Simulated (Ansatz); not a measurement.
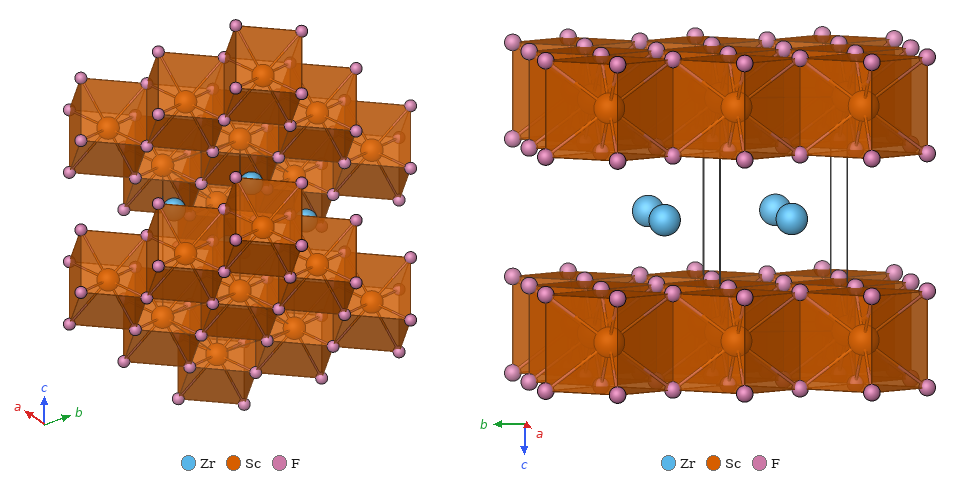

Polyhedra are drawn about Sc (bonds: F–Sc below 2.4 Å); other atoms are plain spheres. Two views of the same piece.

ZrScF₄ (space group P4/mmm, No. 123). Coordinates: the geometry relaxed with DFT PBE, scalar-relativistic, plane waves, PAW (Ansatz 0.2.0); the starting structure was generated, so it need not be a known form of this composition.

What figure surrounds each Sc atom, and what does it share with the other drawn polyhedra?

Answer. Sc: ScF8 cube, sharing edges with four neighbours.

What is the connectivity of the polyhedra: isolated, groups, chains, layers or framework?

Answer. They form layers of edge-sharing cubes parallel to (001). Their corner atoms also have Zr as close neighbours (those links are not drawn).

How far apart are the centres of linked polyhedra?

Answer. Centre to centre across a shared edge: 3.46 Å.
